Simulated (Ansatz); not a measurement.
A series of calculations on AlH₃OClF

### Relaxation

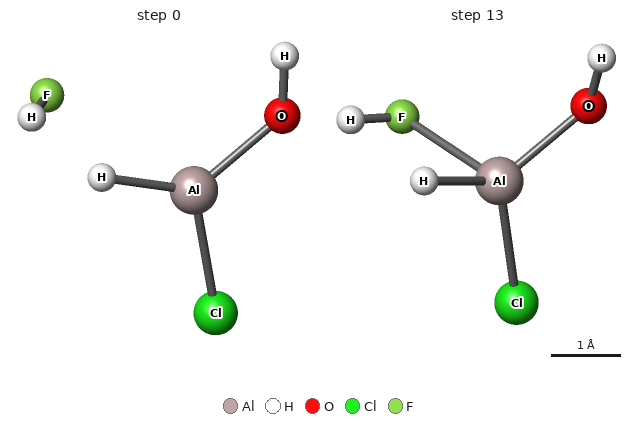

The structure of AlH$_{3}$OClF before (left) and after (right) a relaxation, at one scale.

The picture is a ball-and-stick view, seen at a tilt.

The run prepares an end point of a later path (reaction) calculation, from a guessed geometry.

These are results of RKS PBE0/def2-SVP (Ansatz 0.2.0), not measurements. Set-up: no spin polarisation; force threshold 0.03 eV/Å; at most 50 steps.

Question: Summarise the run.

Answer: Over 13 geometry steps the energy falls by 0.322 eV. Largest force component: 0.27 eV/Å at the start, 0.0078 eV/Å at the end. The largest move after the best rigid fit is that of the F atom, 0.64 Å. By element the largest moves are F 0.64 Å, H 0.33 Å, Cl 0.32 Å, O 0.27 Å, Al 0.24 Å. Some distances before and after: Al–F 2.879 → 2.061 Å, Al–H 1.568 → 1.595 Å, Al–Cl 2.089 → 2.109 Å, Al–O 1.688 → 1.700 Å. New bonds form, among them: Al–F (2.88 → 2.06 Å). The run took 38 s on 1 thread of Arm Neoverse V2 (shared host), peak memory 0.14 GiB.

### Relaxation

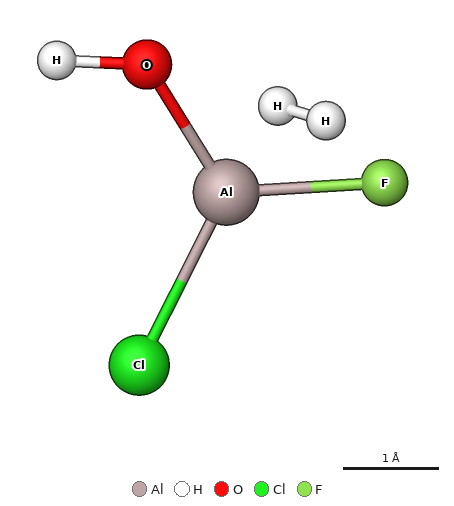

AlH3OClF, before the relaxation. A ball-and-stick model, seen from a free direction.

The run prepares an end point of a later path (reaction) calculation, from a guessed geometry.

Level of theory: RKS PBE0/def2-SVP (Ansatz).

The input:
```yaml
crystal:
  periodic: [false, false, false]
  atoms:
    - { symbol: Al, position_ang: [-0.007673, 0.547618, -0.416696] }
    - { symbol: H, position_ang: [-0.110647, 0.025017, 2.287377] }
    - { symbol: O, position_ang: [1.512249, -0.101936, -0.747871] }
    - { symbol: H, position_ang: [1.663585, -0.937206, -1.192289] }
    - { symbol: Cl, position_ang: [-1.791739, -0.329272, -1.040533] }
    - { symbol: F, position_ang: [-0.079591, 2.030966, 0.355641] }
    - { symbol: H, position_ang: [-0.116884, 0.688913, 2.006471] }
basis:
  gaussian: { orbitals: def2-SVP }
hamiltonian:
  xc: pbe0
relax:
  f_tol: 0.03
  max_steps: 50
```

Launched with:
```bash
ansatz run input.yaml --threads 1 --pin off --max-ram 2048MiB --backend cpu --events-out ev --progress --plain --runs-dir out
```

### Where does the relaxation end?

After 10 geometry steps the energy has fallen by 0.130 eV. The largest force component goes from 1.7 to 0.022 eV/Å. The atom that moves furthest after the best rigid fit is H2 (0.52 Å). By element the largest moves are H 0.52 Å, Cl 0.24 Å, F 0.21 Å, O 0.19 Å, Al 0.17 Å. Some distances before and after: Al1–H2 2.756 → 2.184 Å, Al1–H7 2.430 → 2.153 Å, H2–H7 0.721 → 0.768 Å, Al1–F6 1.674 → 1.661 Å. Bond angles that change, for instance: Al1–O3–H4 124.7° → 126.8°.

The structure at the end:

```xyz
7

Al   -0.0191    0.5968   -0.2561
H    -0.0675   -0.1427    1.7983
O     1.4851   -0.1019   -0.5576
H     1.6556   -0.9109   -1.0405
Cl   -1.8152   -0.3240   -0.8026
F    -0.0670    2.1884    0.2149
H    -0.1025    0.6184    1.8956
```

After the run, drawn alike:

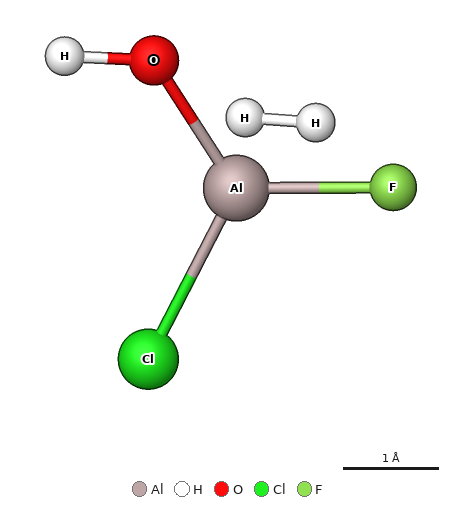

### Path

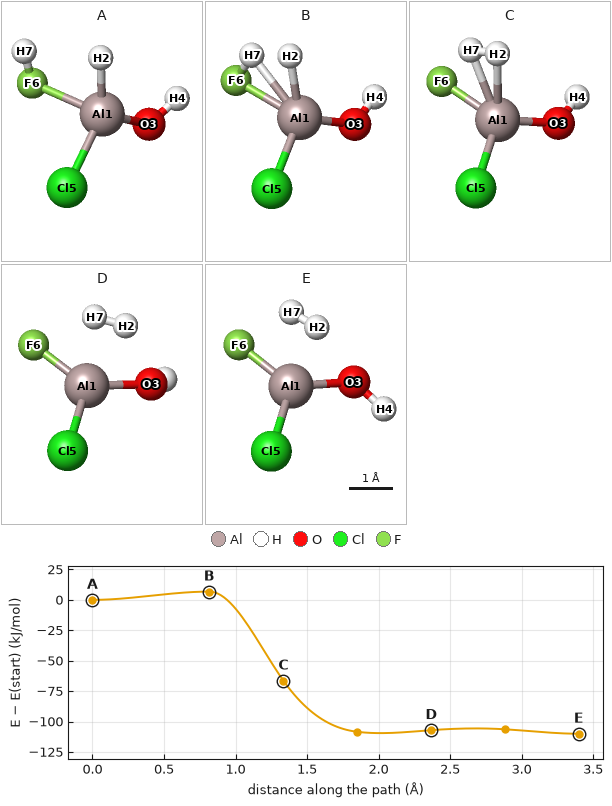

A nudged-elastic-band calculation for AlH3OClF. Images are numbered from 0 (start) to 6 (end). Frames A to E are images 0, 1, 2, 4, 6. The picture is a ball-and-stick view, seen at a tilt.

Level of theory: RKS PBE0/def2-SVP in Ansatz 0.2.0.

The input:
```yaml
crystal:
  periodic: [false, false, false]
  atoms:
    - { symbol: Al, position_ang: [-0.106277, -0.130888, 0.016957] }
    - { symbol: H, position_ang: [-0.12157, -0.586641, 1.544863] }
    - { symbol: O, position_ang: [1.281913, -0.232272, -0.958621] }
    - { symbol: H, position_ang: [2.151602, -0.537874, -0.701877] }
    - { symbol: Cl, position_ang: [-1.950751, -0.061023, -1.003872] }
    - { symbol: F, position_ang: [-0.03236, 1.805367, 0.718609] }
    - { symbol: H, position_ang: [-0.153259, 1.667431, 1.636041] }
basis:
  gaussian: { orbitals: def2-SVP }
hamiltonian:
  xc: pbe0
neb:
  order_check: false
  images: 5
  f_tol: 0.05
  max_iterations: 60
  final_atoms:
    - { symbol: Al, position_ang: [-0.00113554, 0.60363333, -0.25771537] }
    - { symbol: H, position_ang: [-0.14067006, -0.17527796, 1.77787711] }
    - { symbol: O, position_ang: [1.52212787, -0.07682974, -0.49987105] }
    - { symbol: H, position_ang: [1.72280664, -0.87506324, -0.98915858] }
    - { symbol: Cl, position_ang: [-1.76065337, -0.32131972, -0.90661428] }
    - { symbol: F, position_ang: [-0.08595374, 2.18549302, 0.24009175] }
    - { symbol: H, position_ang: [-0.1872238, 0.5834643, 1.88749042] }
  initial_path:
    images:
      - { positions_ang: [[-0.106277, -0.130888, 0.016957], [-0.12157, -0.586641, 1.544863], [1.281913, -0.232272, -0.958621], [2.151602, -0.537874, -0.701877], [-1.950751, -0.061023, -1.003872], [-0.03236, 1.805367, 0.718609], [-0.153259, 1.667431, 1.636041]] }
      - { positions_ang: [[-0.06760813, -0.08875712, 0.01094567], [-0.09242328, -0.38744041, 1.66602761], [1.37825727, -0.14827241, -0.92430601], [2.06556338, -0.66761071, -0.79976773], [-1.93215513, -0.05831088, -1.05583682], [-0.11866277, 1.82593074, 0.6805879], [-0.16367334, 1.44856079, 1.67444939]] }
      - { positions_ang: [[-0.02893926, -0.04662625, 0.00493434], [-0.06327655, -0.18823983, 1.78719221], [1.47460154, -0.06427282, -0.88999102], [1.97952476, -0.79734741, -0.89765846], [-1.91355926, -0.05559875, -1.10780164], [-0.20496554, 1.84649449, 0.64256679], [-0.17408769, 1.22969058, 1.71285778]] }
      - { positions_ang: [[0.00972961, -0.00449537, -0.00107699], [-0.03412983, 0.01096076, 1.90835682], [1.57094581, 0.01972677, -0.85567603], [1.89348613, -0.92708412, -0.99554919], [-1.89496339, -0.05288663, -1.15976646], [-0.29126831, 1.86705823, 0.60454569], [-0.18450203, 1.01082036, 1.75126616]] }
      - { positions_ang: [[0.0061079, 0.19821419, -0.08662312], [-0.06964324, -0.05111881, 1.86486358], [1.55467316, -0.01245873, -0.73707437], [1.83659297, -0.90974383, -0.99341899], [-1.85019339, -0.14236433, -1.0753824], [-0.22283012, 1.97320316, 0.48306104], [-0.18540929, 0.86836834, 1.79667425]] }
      - { positions_ang: [[0.00248618, 0.40092376, -0.17216925], [-0.10515665, -0.11319839, 1.82137034], [1.53840052, -0.04464423, -0.61847271], [1.77969981, -0.89240353, -0.99128879], [-1.80542338, -0.23184202, -0.99099834], [-0.15439193, 2.07934809, 0.3615764], [-0.18631654, 0.72591632, 1.84208234]] }
      - { positions_ang: [[-0.00113554, 0.60363333, -0.25771537], [-0.14067006, -0.17527796, 1.77787711], [1.52212787, -0.07682974, -0.49987105], [1.72280664, -0.87506324, -0.98915858], [-1.76065337, -0.32131972, -0.90661428], [-0.08595374, 2.18549302, 0.24009175], [-0.1872238, 0.5834643, 1.88749042]] }
```

Launched with:
```bash
ansatz run input.yaml --threads 1 --pin off --max-ram 2048MiB --backend cpu --events-out ev --progress --plain --runs-dir out
```

> Read off the barrier and say what moves.

The highest point, image 1, lies 6.8 kJ/mol above the start and 116.8 kJ/mol above the end; the end is at −110.0 kJ/mol relative to the start. The path has more than one stage, and so few images may leave a stage unresolved. Breaking: Al1–H2 (1.59 → 1.68 at the top → 2.18 Å), F6–H7 (0.94 → 1.06 at the top → 2.30 Å). Forming: H2–H7 (2.26 → 1.23 at the top → 0.77 Å). The band converged in 28 iterations. The largest component of the band force went from 5.4 to 0.025 eV/Å. The climbing image converged on the top of the path. Its vibrational analysis gives one imaginary mode (510i cm⁻¹), as a transition state must have.

The run took 5.4 min on 1 thread of Arm Neoverse V2, on a shared host, peak memory 0.15 GiB.
